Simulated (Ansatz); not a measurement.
## Electronic structure of C4H5B (SMILES B/C=C/C#C) in real space

Input

```
crystal:
  periodic: [false, false, false]
  atoms:
    - symbol: C
      position_ang: [0.677512, -2.140518, 0.460576]
    - symbol: C
      position_ang: [1.305018, -2.278443, 1.661519]
    - symbol: C
      position_ang: [1.587183, -3.512228, 2.305367]
    - symbol: C
      position_ang: [1.838319, -4.557196, 2.873679]
    - symbol: B
      position_ang: [0.424403, -0.748672, -0.142592]
    - symbol: H
      position_ang: [0.791342, 0.229381, 0.465917]
    - symbol: H
      position_ang: [-0.130063, -0.612615, -1.205353]
    - symbol: H
      position_ang: [0.366272, -3.060879, -0.047388]
    - symbol: H
      position_ang: [1.628974, -1.375287, 2.195065]
    - symbol: H
      position_ang: [2.057129, -5.484171, 3.370195]
basis:
  gaussian:
    orbitals: def2-TZVPD
hamiltonian:
  xc: {name: PBE0}
output:
  forces: true
  orbitals: {seedname: orbitals}
```

Launched as:

```sh
ansatz run input.yaml --threads 2 --pin off --max-ram 5220MiB --events-out events.jsonl --progress --plain --runs-dir runs
```

Geometry: B3LYP-D3(BJ)/def2-SVP.

All numbers below come from Ansatz 0.2.0, isolated molecule in a Gaussian basis; Kohn-Sham density functional theory, functional PBE0.

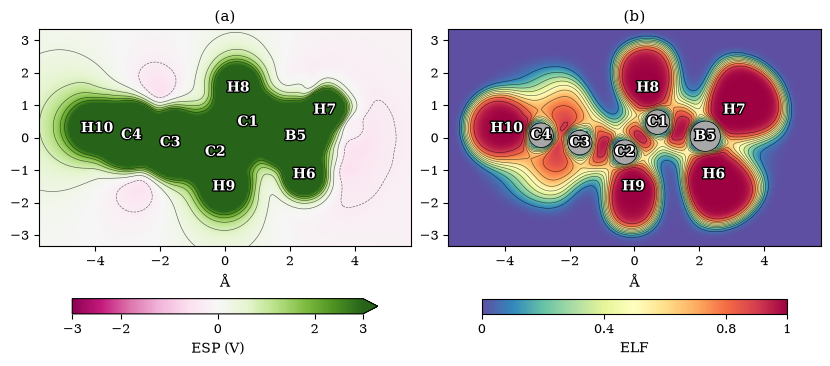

Figure 1. (a) electrostatic potential; (b) ELF on the molecular plane. Grey discs cover the atomic cores in the ELF map.

What does the map show?

Atoms in the plane: C, B and H. C–C (1.22 Å): the ELF peaks at about 0.85 between the atoms: a short, multiple covalent bond. C–B (1.54 Å): the ELF peaks at about 1 between the atoms, as expected for a covalent bond. C–H (1.07 Å): the ELF climbs to about 1 towards the hydrogen, as it does in any bond to H; a covalent bond by its length. C–C (1.36 Å): the ELF peaks at about 0.95 between the atoms: localised, covalent bonding. B–H (1.21 Å): the ELF climbs to about 1 towards the hydrogen; a covalent bond by its length. Outside the dense part of the molecule the potential is most negative (−0.6 V) near C4.

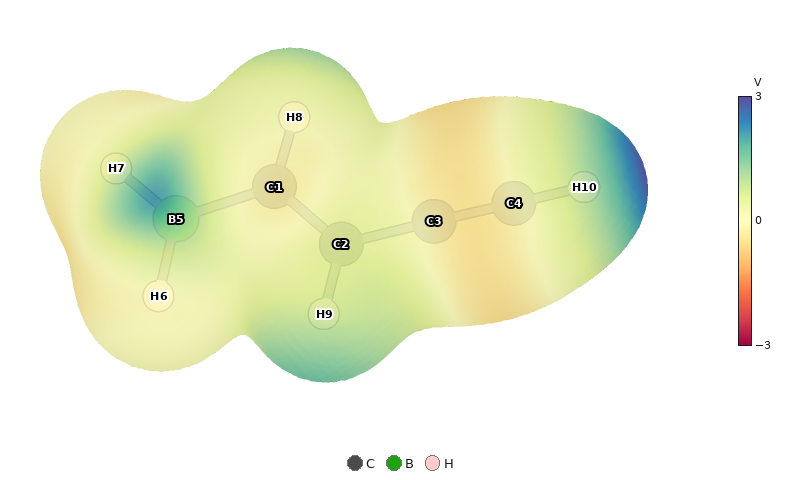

Figure 2. The electrostatic potential painted on the density surface at 0.004 e/bohr³, seen at a tilt; the colour scale runs from red (negative) to blue (positive).

Which sites attract a positive test charge, and which a negative one?

A positive charge is drawn to the negative regions and a negative charge to the positive ones. The most negative region (about −0.5 V) lies over C3 and C4, the most positive (about +2.7 V) over H10.

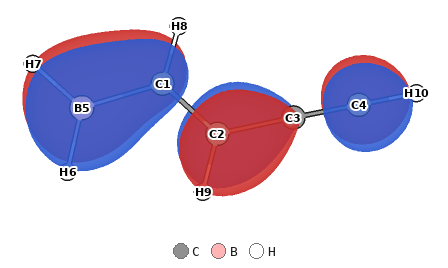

Figure 3. The LUMO at ±0.1 Å⁻³ᐟ² (blue and red are the two phases), seen across its widest extent.

Describe this orbital and give its energy.

Its weight (Hirshfeld) is mainly on B5 (about 30 %), C2 (about 20 %), C1 (about 15 %), C4 (about 15 %) and C3 (about 5 %); it changes sign across the molecular plane (π type); π-bonding across C1–B5 and C2–C3; π-antibonding (a node) across C1–C2 and C3–C4. Its energy is −2.66 eV.

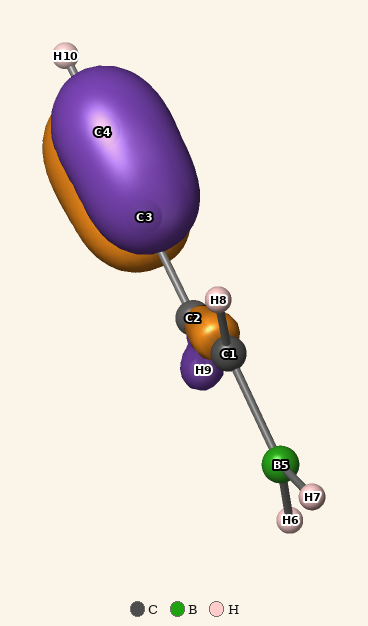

Figure 4. The HOMO−1 at ±0.2 Å⁻³ᐟ² (orange and purple are the two phases), seen at an oblique angle.

Describe this orbital and give its energy.

Its weight (Hirshfeld) is mainly on C4 (about 45 %) and C3 (about 40 %); it is symmetric in the molecular plane (an in-plane orbital: σ, lone-pair or in-plane π type). Its energy is −8.41 eV.
